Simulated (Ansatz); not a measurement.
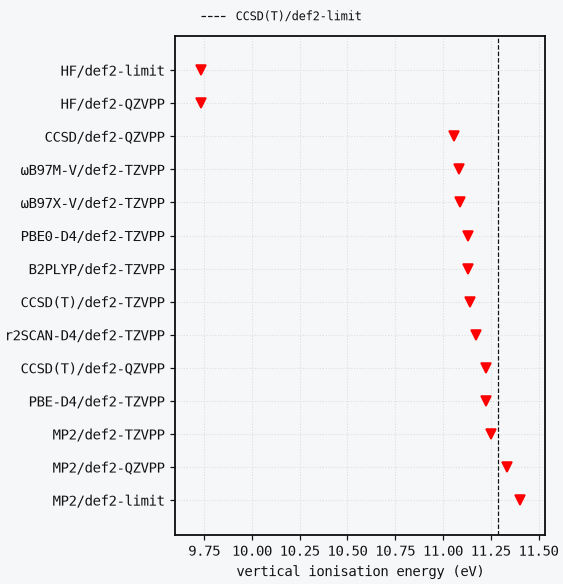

Vertical ionisation energy of BHS, SMILES B=S, taken as the energy of the cation less that of the neutral at fixed geometry (unrestricted doublet cation, cores frozen in correlated methods, no spin-orbit coupling), the Ansatz code, at a PBE0-D4/def2-TZVP geometry (a minimum by its frequencies). Limit means an estimate of the basis limit from triple and quadruple zeta; for coupled cluster it is either extrapolated directly or built as the MP2 limit plus the step from MP2 in triple zeta. B2PLYP/def2-TZVPP holds a correlation term that converges slowly with the basis, so part of the distance to the limit is basis error. The distance of CCSD/def2-QZVPP, CCSD(T)/def2-TZVPP, CCSD(T)/def2-QZVPP, MP2/def2-TZVPP and MP2/def2-QZVPP to the limit includes basis error.

### Which level comes closest to the line (CCSD(T)/def2-limit), and which misses most?

Closest MP2/def2-TZVPP (11.25 eV), against 11.29 eV; farthest HF/def2-limit (9.73 eV).

### Give the values.

| level | eV | less CCSD(T)/def2-limit |
| --- | --- | --- |
| HF/def2-limit | 9.73 | −1.56 |
| HF/def2-QZVPP | 9.73 | −1.55 |
| CCSD/def2-QZVPP | 11.06 | −0.23 |
| ωB97M-V/def2-TZVPP | 11.08 | −0.21 |
| ωB97X-V/def2-TZVPP | 11.09 | −0.20 |
| PBE0-D4/def2-TZVPP | 11.13 | −0.16 |
| B2PLYP/def2-TZVPP | 11.13 | −0.16 |
| CCSD(T)/def2-TZVPP | 11.14 | −0.15 |
| r2SCAN-D4/def2-TZVPP | 11.17 | −0.11 |
| CCSD(T)/def2-QZVPP | 11.22 | −0.06 |
| PBE-D4/def2-TZVPP | 11.23 | −0.06 |
| MP2/def2-TZVPP | 11.25 | −0.03 |
| MP2/def2-QZVPP | 11.34 | 0.05 |
| MP2/def2-limit | 11.40 | 0.11 |
| CCSD(T)/def2-limit | 11.29 | 0.00 |
